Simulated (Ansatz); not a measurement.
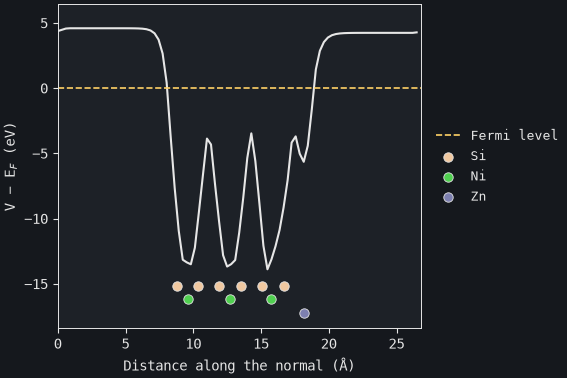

Plane-averaged electrostatic potential energy of an electron across the slab; circles at the bottom mark the heights of the atoms (positions after relaxation).

Calculation on a (111) slab cut from Si$_{2}$Ni (Fm-3m), of composition ZnSi$_{6}$Ni$_{3}$ (not the bulk's), ended by Si planes, 10 atoms in the cell.

Ansatz; DFT PBEsol, scalar-relativistic, plane waves, PAW, no spin polarisation, 9×9×1 k mesh.

What is the work function?

The work function is 4.24 eV at the right face and 4.59 eV at the left.

Do the two faces differ, and what does that say about the slab's dipole?

The vacuum levels differ by 0.35 eV, so the slab carries a dipole along its normal. Some atoms were held fixed in the relaxation, which can itself make the faces differ.

How thick are slab and vacuum?

The outermost atoms are 9.4 Å apart, which leaves 17.4 Å of vacuum in a cell 26.8 Å high.

The run has no spin polarisation, so a magnetic state may lie lower.
